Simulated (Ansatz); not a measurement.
**Run report: C3H10OSi, geometry relaxation**

System: C3H10OSi.
Method: RKS PBE0/def2-SVP (Ansatz 0.2.0).

It belongs to a series of runs on one base structure; here: start relaxed. Figures and captions count atoms from 1; the log counts them from 0 in places.

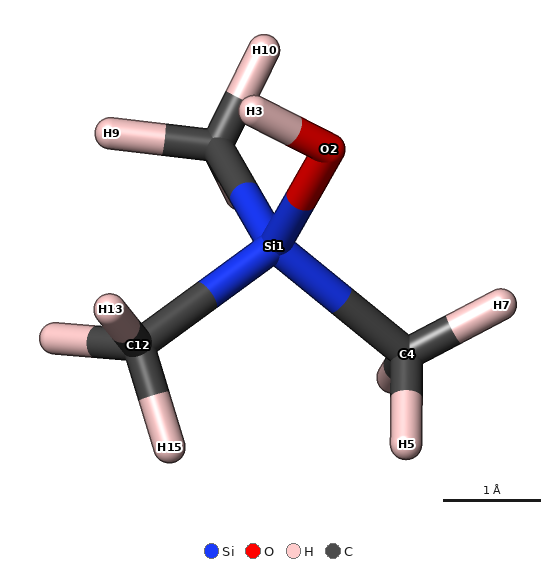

Figure 1. The starting structure (stick view, seen at a tilt; atoms are numbered from 1 in the order of the input). Bond lengths as drawn: C–H 1.11 Å, C–Si 1.87 Å, H–O 1.01 Å and O–Si 1.68 Å.

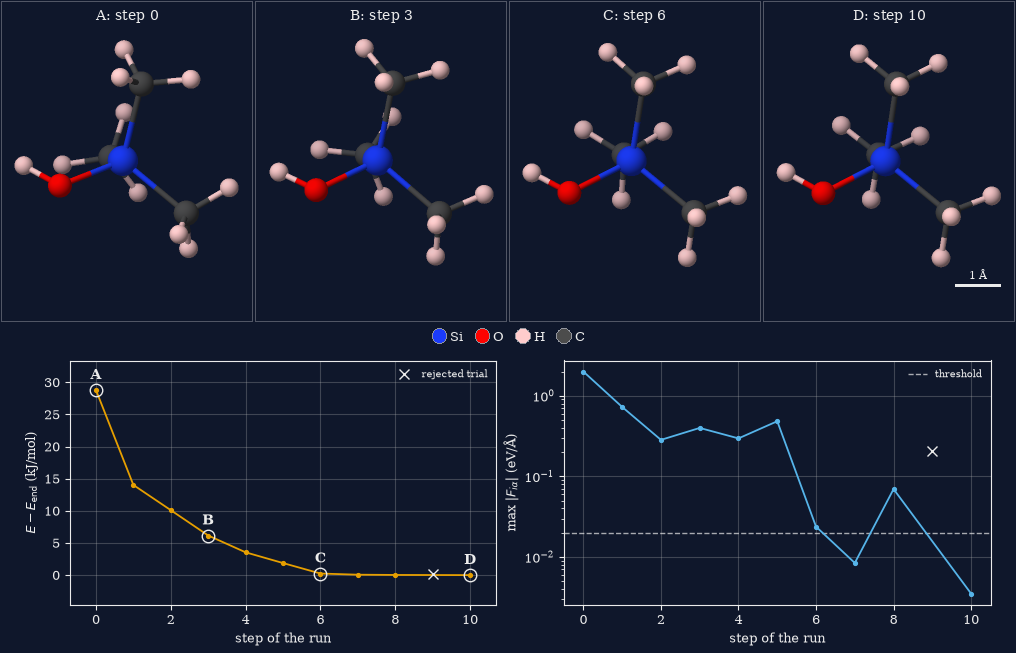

Figure 2. Frames of the relaxation (ball-and-stick view, seen at a tilt) above the curves, on which the letters mark them (the first geometry is step 0 here and step 1 in the log).

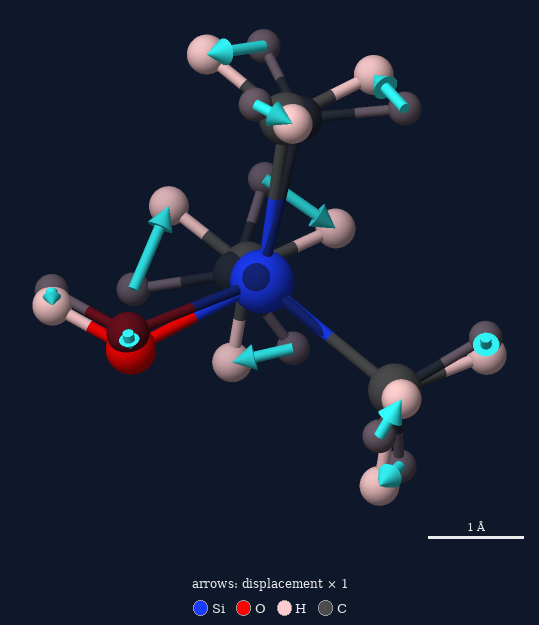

Figure 3. Start (faint) and end (solid) with the displacements as teal arrows, at true length (ball-and-stick view, seen at a tilt). The two geometries are laid on each other by the best rigid fit. The atom that moves furthest after the best rigid fit is H13 (0.96 Å). Largest moves by element: H 0.96 Å, O 0.24 Å, C 0.16 Å, Si 0.06 Å. Among the contacts that change: O2–H3 1.010 → 0.961 Å, Si1–C12 1.869 → 1.880 Å, C12–H13 1.110 → 1.102 Å. Among the angles that change: Si1–O2–H3 109.5° → 116.3°, O2–Si1–C4 109.4° → 104.8°, Si1–C8–H9 109.5° → 111.7°. Over 10 geometry steps the energy falls by 28.8 kJ/mol. Largest force component: 2 eV/Å at the start, 0.0035 eV/Å at the end. The line search rejected the trial step at point 9 (counted from 0) and went back. (Atoms are counted from 1 in the order of the input.)

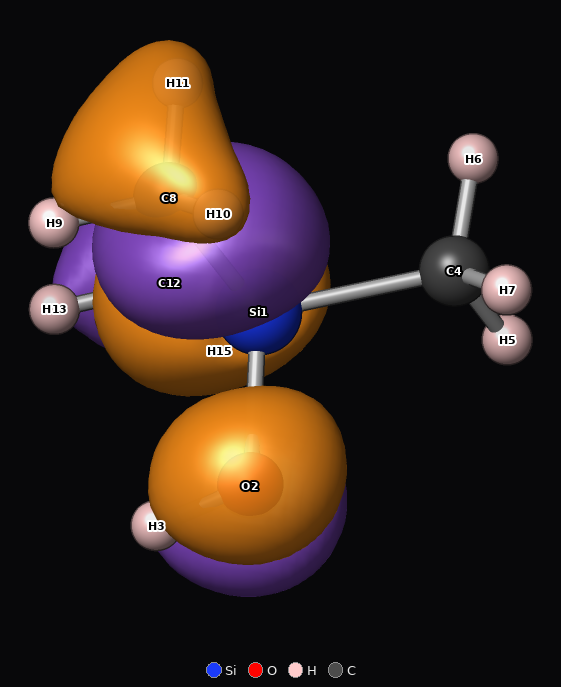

Figure 4. The HOMO at ±0.1 Å⁻³ᐟ² (orange and purple are the two phases), seen from the side. It lies mainly on O2 (35 %), C8 (20 %), C12 (20 %) and Si1 (15 %). Its energy is −7.84 eV.

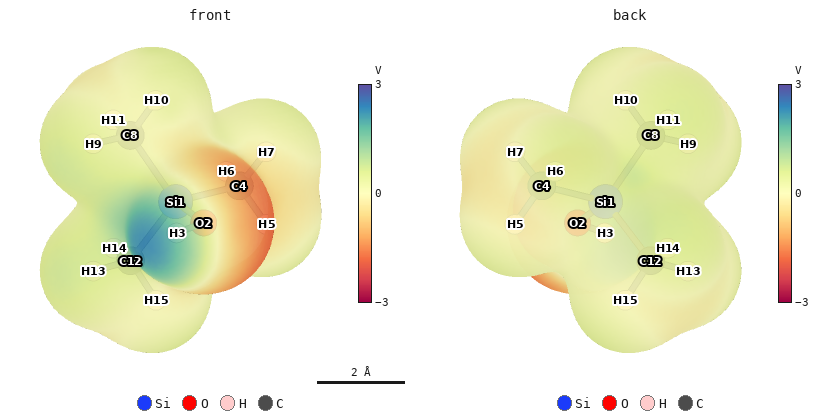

Figure 5. The electrostatic potential painted on the density surface at 0.002 e/bohr³, seen at a tilt and from behind; the colour scale runs from red (negative) to blue (positive). A positive charge is drawn to the negative regions and a negative charge to the positive ones.

The input that produced these results follows, with the program's output.

**Input file**
```yaml
crystal:
  periodic: [false, false, false]
  atoms:
    - { symbol: Si, position_ang: [0.0, 0.0, 0.0] }
    - { symbol: O, position_ang: [0.0, 0.0, 1.68] }
    - { symbol: H, position_ang: [-0.9095, -0.2814, 2.0171] }
    - { symbol: C, position_ang: [1.7634, 0.0, -0.6227] }
    - { symbol: H, position_ang: [2.1111, -1.0463, -0.7509] }
    - { symbol: H, position_ang: [1.8119, 0.5276, -1.5981] }
    - { symbol: H, position_ang: [2.4154, 0.5187, 0.1108] }
    - { symbol: C, position_ang: [-0.8808, 1.5259, -0.6227] }
    - { symbol: H, position_ang: [-1.9334, 1.2723, -0.8671] }
    - { symbol: H, position_ang: [-0.8624, 2.3106, 0.1622] }
    - { symbol: H, position_ang: [-0.3704, 1.9025, -1.5336] }
    - { symbol: C, position_ang: [-0.8808, -1.5259, -0.6227] }
    - { symbol: H, position_ang: [-1.3804, -2.0377, 0.2261] }
    - { symbol: H, position_ang: [-1.6409, -1.2332, -1.3768] }
    - { symbol: H, position_ang: [-0.1449, -2.2146, -1.0879] }
basis:
  gaussian: { orbitals: def2-SVP }
hamiltonian:
  xc: pbe0
relax:
  f_tol: 0.02
  max_steps: 40
output:
  orbitals: {}
```

Run as:
```bash
ansatz run input.yaml --threads 4 --pin off --max-ram 5120MiB --backend cpu --events-out ev --progress --plain --runs-dir out
```

**The program's output**
```
The last accepted step is kept in [file] (removed where the run ends without a failure and the disk answers)
Engine: ansatz 0.2.0, aarch64-unknown-linux-gnu
Functional definition: PBE0
  parameter a = 0.25
  parameter kappa = 0.804
  parameter beta = 0.06672455060314922
  exchange = (1 - a)*pbe_x(kappa = kappa, mu = beta*pi^2/3) + a*exact_x
  correlation = pbe_c(beta = beta)
1347 factors; integrals over basis functions are off by at most 4.9e-4 eV
mean field evaluation 1: about -13172.4500 eV, gradient 7.5e1 eV
mean field evaluation 2: about -13168.5565 eV, gradient 8.5e1 eV
mean field evaluation 4: about -13184.8303 eV, gradient 2.3e0 eV
mean field evaluation 8: about -13184.8501 eV, gradient 4.7e-2 eV
mean field -13184.85006450 eV, -484.5343028580 hartree, gradient 2.3e-5 eV, S^2 0.000000; 0 other end points of the search recorded, 0 dependent functions left out
the calculation of the forces begins
reference -13184.85009307 eV, -484.5343039078 hartree; 25, 25 occupied and 99, 99 virtual orbitals, 1347 factors
relax step   1: F+E_penalty+E_count = -13184.85006450 eV  Δ(F+E_penalty+E_count) = +0.000e0 eV  max|allowed force component| = 1.995e0 eV/Å  Δτ_max = 0.0000 Å  (24 SCF iters, accepted)
these checks for a lower state are left out or cut short: starts, cluster_reference, orbital_swaps, neighbouring_geometries, increment
1347 factors; integrals over basis functions are off by at most 4.9e-4 eV
mean field evaluation 16: about -13184.8569 eV, gradient 6.5e0 eV
mean field -13185.00307656 eV, -484.5399259477 hartree, gradient 7.3e-6 eV, S^2 0.000000; 0 other end points of the search recorded, 0 dependent functions left out
[... from here on the field's lines of each further geometry are left out, up to the last ...]
relax step   2: F+E_penalty+E_count = -13185.00307656 eV  Δ(F+E_penalty+E_count) = -1.530e-1 eV  max|allowed force component| = 7.262e-1 eV/Å  Δτ_max = 0.1480 Å  (25 SCF iters, accepted)
relax step   3: F+E_penalty+E_count = -13185.04373218 eV  Δ(F+E_penalty+E_count) = -4.066e-2 eV  max|allowed force component| = 2.837e-1 eV/Å  Δτ_max = 0.1324 Å  (25 SCF iters, accepted)
relax step   4: F+E_penalty+E_count = -13185.08459869 eV  Δ(F+E_penalty+E_count) = -4.087e-2 eV  max|allowed force component| = 3.991e-1 eV/Å  Δτ_max = 0.2000 Å  (25 SCF iters, accepted)
relax step   5: F+E_penalty+E_count = -13185.11173039 eV  Δ(F+E_penalty+E_count) = -2.713e-2 eV  max|allowed force component| = 2.959e-1 eV/Å  Δτ_max = 0.1950 Å  (25 SCF iters, accepted)
relax step   6: F+E_penalty+E_count = -13185.12902526 eV  Δ(F+E_penalty+E_count) = -1.729e-2 eV  max|allowed force component| = 4.832e-1 eV/Å  Δτ_max = 0.2000 Å  (25 SCF iters, accepted)
relax step   7: F+E_penalty+E_count = -13185.14594444 eV  Δ(F+E_penalty+E_count) = -1.692e-2 eV  max|allowed force component| = 2.376e-2 eV/Å  Δτ_max = 0.1173 Å  (23 SCF iters, accepted)
relax step   8: F+E_penalty+E_count = -13185.14781865 eV  Δ(F+E_penalty+E_count) = -1.874e-3 eV  max|allowed force component| = 8.431e-3 eV/Å  Δτ_max = 0.0583 Å  (23 SCF iters, accepted)
relax step   9: F+E_penalty+E_count = -13185.14822415 eV  Δ(F+E_penalty+E_count) = -4.055e-4 eV  max|allowed force component| = 6.953e-2 eV/Å  Δτ_max = 0.0704 Å  (23 SCF iters, accepted)
relax step  10: F+E_penalty+E_count = -13185.14719615 eV  Δ(F+E_penalty+E_count) = +1.028e-3 eV  max|allowed force component| = 2.052e-1 eV/Å  Δτ_max = 0.0069 Å  (22 SCF iters, rejected (line search))
the calculation of the forces begins
reference -13185.14852419 eV, -484.5452710493 hartree; 25, 25 occupied and 99, 99 virtual orbitals, 1347 factors
relax step  11: F+E_penalty+E_count = -13185.14849520 eV  Δ(F+E_penalty+E_count) = -2.711e-4 eV  max|allowed force component| = 3.509e-3 eV/Å  Δτ_max = 0.0033 Å  (22 SCF iters, accepted)
1347 factors; integrals over basis functions are off by at most 4.7e-4 eV
mean field -13185.14849520 eV, -484.5452699841 hartree, gradient 8.9e-6 eV, S^2 0.000000; 1 other end points of the search recorded, 0 dependent functions left out
the calculation of the forces begins
reference -13185.14852419 eV, -484.5452710493 hartree; 25, 25 occupied and 99, 99 virtual orbitals, 1347 factors
Total energy: -13185.14852419 eV, -484.5452710493 hartree
Atom 0 at    -0.007219    -0.048241    -0.032196 Å, force    -0.001654    -0.002754     0.000088 eV/Å
Atom 1 at     0.095178    -0.220939     1.636531 Å, force    -0.000420     0.000935    -0.002964 eV/Å
Atom 2 at    -0.738512    -0.287811     2.109572 Å, force     0.000113     0.000285     0.000652 eV/Å
Atom 3 at     1.766822     0.046225    -0.612362 Å, force    -0.000487     0.001257     0.001747 eV/Å
Atom 4 at     2.317615    -0.865873    -0.334514 Å, force    -0.000517     0.000427     0.000130 eV/Å
Atom 5 at     1.825005     0.159740    -1.706422 Å, force    -0.000393     0.000370    -0.000462 eV/Å
Atom 6 at     2.282619     0.903697    -0.152790 Å, force     0.000555    -0.000800    -0.000280 eV/Å
Atom 7 at    -0.941665     1.523831    -0.468359 Å, force     0.002295    -0.000873     0.000706 eV/Å
Atom 8 at    -1.982407     1.493584    -0.106306 Å, force     0.000903     0.000300    -0.000220 eV/Å
Atom 9 at    -0.456068     2.406306    -0.022604 Å, force    -0.001170     0.001014    -0.000712 eV/Å
Atom 10 at    -0.977935     1.673233    -1.559826 Å, force     0.000156     0.000284     0.000834 eV/Å
Atom 11 at    -0.882891    -1.530680    -0.787577 Å, force     0.002473     0.003509     0.002479 eV/Å
Atom 12 at    -1.924646    -1.611401    -0.436328 Å, force     0.001013    -0.001960    -0.001160 eV/Å
Atom 13 at    -0.911602    -1.455581    -1.886883 Å, force    -0.001356    -0.001334     0.000981 eV/Å
Atom 14 at    -0.365993    -2.467589    -0.526235 Å, force    -0.001511    -0.000662    -0.001818 eV/Å
Dipole moment:    -0.267712     0.005019    -0.099131 e Å
```

**Trajectory as extended XYZ (Å, eV, eV/Å), 7 of the 11 frames kept, from step=1 to step=11**
```
15
Properties=species:S:1:pos:R:3:forces:R:3 step=1 energy=-13184.85007
Si    0.0000    0.0000    0.0000    0.1677   0.1360  -0.1900
O     0.0000    0.0000    1.6800   -1.8743  -0.7134   0.7867
H    -0.9095   -0.2814    2.0171    1.9954   0.6383  -0.5312
C     1.7634    0.0000   -0.6227    0.1525  -0.0162   0.2419
H     2.1111   -1.0463   -0.7509    0.0879   0.3750   0.0375
H     1.8119    0.5276   -1.5981    0.1100  -0.2027   0.2777
H     2.4154    0.5187    0.1108   -0.0299  -0.1449  -0.3221
C    -0.8808    1.5259   -0.6227   -0.1656   0.2223  -0.0166
H    -1.9334    1.2723   -0.8671    0.2365   0.3016   0.0319
H    -0.8624    2.3106    0.1622   -0.0508  -0.1050  -0.3387
H    -0.3704    1.9025   -1.5336   -0.3101   0.0203   0.2203
C    -0.8808   -1.5259   -0.6227   -0.1581  -0.2086  -0.1614
H    -1.3804   -2.0377    0.2261    0.0568  -0.0327  -0.3661
H    -1.6409   -1.2332   -1.3768    0.1670  -0.3104   0.1841
H    -0.1449   -2.2146   -1.0879   -0.3850   0.0404   0.1459
15
Properties=species:S:1:pos:R:3:forces:R:3 step=3 energy=-13185.04373
Si   -0.0121   -0.0176   -0.0323    0.0791   0.0405  -0.0281
O     0.0452   -0.0688    1.6537    0.0372  -0.0394  -0.2837
H    -0.8034   -0.2853    2.0438   -0.1086  -0.0123   0.2069
C     1.7824    0.0155   -0.5778    0.0758  -0.0210  -0.0363
H     2.2371   -0.9915   -0.5330   -0.0684   0.1446   0.0316
H     1.8845    0.3863   -1.6145   -0.0206  -0.0617   0.1289
H     2.3712    0.6786    0.0807   -0.0677  -0.0426  -0.0808
C    -0.9064    1.5438   -0.5999   -0.1118   0.1478   0.0058
H    -2.0061    1.4091   -0.6443    0.2263   0.0233   0.0491
H    -0.6972    2.3776    0.0985   -0.0170  -0.1236  -0.1502
H    -0.5728    1.8587   -1.6083   -0.0664  -0.0840   0.1646
C    -0.9122   -1.5466   -0.6882   -0.0052  -0.0630  -0.0457
H    -1.5037   -2.0312    0.1080    0.0084   0.0483  -0.0319
H    -1.6064   -1.3071   -1.5112    0.0603   0.0145   0.0294
H    -0.2019   -2.3031   -1.0616   -0.0214   0.0286   0.0403
15
Properties=species:S:1:pos:R:3:forces:R:3 step=4 energy=-13185.08460
Si   -0.0127   -0.0263   -0.0348    0.0254   0.0348  -0.3991
O     0.0704   -0.1137    1.6309    0.0045  -0.0627   0.2598
H    -0.7613   -0.3024    2.0703   -0.0565  -0.0008   0.1148
C     1.7773    0.0275   -0.5803    0.0318  -0.0006  -0.0337
H     2.2595   -0.9562   -0.4513   -0.0259   0.0639   0.0056
H     1.8766    0.3214   -1.6387   -0.0089  -0.0369   0.0441
H     2.3371    0.7565    0.0289   -0.0304  -0.0145  -0.0386
C    -0.9159    1.5401   -0.5690   -0.0331   0.0115   0.0199
H    -2.0135    1.4316   -0.5072    0.0880   0.0137   0.0202
H    -0.6241    2.3934    0.0674   -0.0012  -0.0493  -0.0607
H    -0.6677    1.7984   -1.6136   -0.0398  -0.0276   0.0595
C    -0.9112   -1.5432   -0.7190    0.0147  -0.0095   0.0031
H    -1.6447   -1.9264    0.0124    0.0139   0.0410  -0.0559
H    -1.4626   -1.3164   -1.6469    0.0558  -0.0029   0.0227
H    -0.2088   -2.3659   -0.9352   -0.0383   0.0399   0.0382
15
Properties=species:S:1:pos:R:3:forces:R:3 step=6 energy=-13185.12903
Si   -0.0176   -0.0405   -0.0468    0.3178   0.0500   0.4832
O     0.0919   -0.1875    1.6284   -0.1041  -0.0173  -0.0377
H    -0.7382   -0.3143    2.0964    0.0154   0.0089   0.0075
C     1.7705    0.0415   -0.5883   -0.0638  -0.0579  -0.1687
H     2.3069   -0.8938   -0.3598   -0.0621   0.0209   0.0079
H     1.8223    0.2055   -1.6755    0.0975   0.0085  -0.0569
H     2.3069    0.8642   -0.0928   -0.0416   0.0428   0.0212
C    -0.9298    1.5364   -0.5043   -0.0501  -0.0340  -0.0684
H    -2.0026    1.4759   -0.2605   -0.0123   0.0064   0.0072
H    -0.5162    2.4192    0.0090    0.0395  -0.0678   0.0227
H    -0.8494    1.7137   -1.5878   -0.0389   0.0379  -0.0675
C    -0.8933   -1.5362   -0.7591    0.0600  -0.1607  -0.0859
H    -1.8440   -1.7296   -0.2398   -0.0824   0.0244   0.0030
H    -1.1231   -1.3796   -1.8225   -0.0542  -0.0192  -0.1113
H    -0.2858   -2.4564   -0.6829   -0.0206   0.1572   0.0437
15
Properties=species:S:1:pos:R:3:forces:R:3 step=8 energy=-13185.14782
Si   -0.0080   -0.0461   -0.0331    0.0050   0.0001   0.0015
O     0.0926   -0.2134    1.6361   -0.0031  -0.0012   0.0032
H    -0.7409   -0.2958    2.1071    0.0011   0.0016   0.0001
C     1.7672    0.0452   -0.6098   -0.0008   0.0000  -0.0051
H     2.3135   -0.8717   -0.3391    0.0004  -0.0002   0.0006
H     1.8278    0.1685   -1.7027    0.0008  -0.0019  -0.0003
H     2.2861    0.8962   -0.1417   -0.0008   0.0023  -0.0002
C    -0.9378    1.5261   -0.4785   -0.0017  -0.0006   0.0021
H    -1.9902    1.4862   -0.1531    0.0009   0.0006   0.0015
H    -0.4724    2.4050   -0.0051    0.0029   0.0008  -0.0002
H    -0.9365    1.6901   -1.5685   -0.0052  -0.0025   0.0007
C    -0.8860   -1.5314   -0.7802   -0.0021  -0.0005   0.0014
H    -1.9066   -1.6424   -0.3785   -0.0016   0.0033  -0.0084
H    -0.9722   -1.4357   -1.8748    0.0041   0.0004   0.0003
H    -0.3383   -2.4623   -0.5643   -0.0001  -0.0022   0.0029
15
Properties=species:S:1:pos:R:3:forces:R:3 step=9 energy=-13185.14822
Si   -0.0071   -0.0483   -0.0323   -0.0015  -0.0029  -0.0014
O     0.0958   -0.2215    1.6364   -0.0071   0.0017  -0.0018
H    -0.7382   -0.2878    2.1093    0.0065   0.0006  -0.0019
C     1.7668    0.0463   -0.6129    0.0022   0.0023   0.0093
H     2.3177   -0.8655   -0.3340   -0.0018   0.0049  -0.0021
H     1.8256    0.1595   -1.7070   -0.0012   0.0000  -0.0002
H     2.2818    0.9044   -0.1532    0.0003  -0.0053  -0.0033
C    -0.9418    1.5237   -0.4679   -0.0074   0.0218  -0.0024
H    -1.9831    1.4937   -0.1053    0.0236   0.0013  -0.0081
H    -0.4553    2.4065   -0.0219   -0.0140  -0.0181  -0.0119
H    -0.9784    1.6734   -1.5601    0.0008  -0.0023   0.0238
C    -0.8829   -1.5305   -0.7876   -0.0295  -0.0505  -0.0243
H    -1.9274   -1.6098   -0.4374    0.0682  -0.0008  -0.0245
H    -0.9095   -1.4564   -1.8891   -0.0008  -0.0087   0.0695
H    -0.3658   -2.4690   -0.5234   -0.0381   0.0559  -0.0209
15
Properties=species:S:1:pos:R:3:forces:R:3 step=11 energy=-13185.14849
Si   -0.0072   -0.0482   -0.0322   -0.0017  -0.0028   0.0001
O     0.0952   -0.2209    1.6365   -0.0004   0.0009  -0.0030
H    -0.7385   -0.2878    2.1096    0.0001   0.0003   0.0007
C     1.7668    0.0462   -0.6124   -0.0005   0.0013   0.0017
H     2.3176   -0.8659   -0.3345   -0.0005   0.0004   0.0001
H     1.8250    0.1597   -1.7064   -0.0004   0.0004  -0.0005
H     2.2826    0.9037   -0.1528    0.0006  -0.0008  -0.0003
C    -0.9417    1.5238   -0.4684    0.0023  -0.0009   0.0007
H    -1.9824    1.4936   -0.1063    0.0009   0.0003  -0.0002
H    -0.4561    2.4063   -0.0226   -0.0012   0.0010  -0.0007
H    -0.9779    1.6732   -1.5598    0.0002   0.0003   0.0008
C    -0.8829   -1.5307   -0.7876    0.0025   0.0035   0.0025
H    -1.9246   -1.6114   -0.4363    0.0010  -0.0020  -0.0012
H    -0.9116   -1.4556   -1.8869   -0.0014  -0.0013   0.0010
H    -0.3660   -2.4676   -0.5262   -0.0015  -0.0007  -0.0018
```

**Key numbers**

| quantity | value |
| --- | --- |
| outcome | converged |
| total energy | −13185.1485 eV |
| mean-field energy | −13185.1485 eV |
| largest force (length of the vector) at the end | 0.005 eV/Å |
| hardware | 4 threads of Arm Neoverse V1, 24 GiB of memory available, shared host |
| wall time | 22 s (CPU time 82 s) |
| peak memory | 0.31 GiB |
